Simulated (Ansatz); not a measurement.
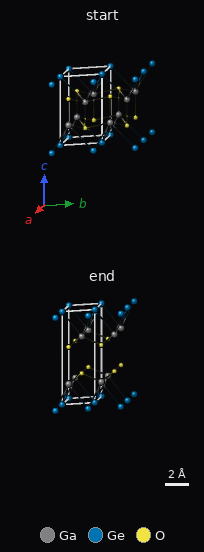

The structure of solid Ga2GeO2 (a generated structure, set up in P-3m1) (coarse preliminary run) before (top) and after (bottom) a relaxation, at one scale.

Style: ball-and-stick. Shown: the cell of the calculation, repeated 2 × 2 × 1 with one cell outlined, slightly off an axis.

Level of theory: Ansatz 0.2.0, DFT PBE, scalar-relativistic, plane waves, PAW.

The input:
```yaml
crystal:
  lattice:
    - [3.99191739, 0.0, 0.0]
    - [-1.99595869, 3.45710187, 0.0]
    - [0.0, 0.0, 6.32228582]
  atoms:
    - { symbol: Ga, position: [0.66666667, 0.33333333, 0.35734648] }
    - { symbol: Ga, position: [0.33333333, 0.66666667, 0.64265352] }
    - { symbol: Ge, position: [0.0, 0.0, 0.0] }
    - { symbol: O, position: [0.66666667, 0.33333333, 0.73818636] }
    - { symbol: O, position: [0.33333333, 0.66666667, 0.26181364] }
basis:
  ecutwfc: 420
kpoints:
  mp_grid: { grid: [6, 6, 4] }
hamiltonian:
  xc: pbe
scf:
  occupations: { method: gaussian, width: 0.1 }
  lower_state_search: "off"
output:
  forces: true
  stress: true
  eigenvalues: true
relax:
  adjacent_minimum: "off"
  f_tol: 0.04
  max_steps: 70
  cell: { stress_tol: 0.4 }
```

Launched with:
```bash
ansatz run input.yaml --threads 1 --pin off --max-ram 2560MiB --backend cpu --events-out ev --progress --plain --runs-dir out
```

> What changed between the two?

Over 23 accepted moves (27 points after the start) the energy falls by 781 meV per atom. Largest force component: 0.83 eV/Å at the start, 0.023 eV/Å at the end. The pressure goes from −6.18 to 0.06 GPa. The line search rejected the trial step at point 15 of the run. At 3 points the geometry stayed and the basis and grid were re-selected for the new cell (energy shift of 16.6 meV per atom at most each time). The largest moves relative to the cell, 0.84 Å, are those of Ga1 and Ga2. Ga1 goes along −c. By element the largest moves are Ga 0.84 Å, O 0.70 Å. Ge stays in place. Cell: a = b 3.992 → 3.129 Å (−21.6 %), c 6.322 → 8.562 Å (+35.4 %). Volume −16.8 %. Among the contacts that change: Ga1–O4 2.408 → 3.398 Å, Ga1–O5 2.383 → 1.946 Å, Ga1–Ge3 3.227 → 2.862 Å. The space group stays P-3m1 (No. 164). Cost: 5 min on 1 thread of Intel(R) Xeon(R) Processor @ 2.50GHz (Skylake/Cascade Lake), with other jobs on the host, peak memory 0.43 GiB.
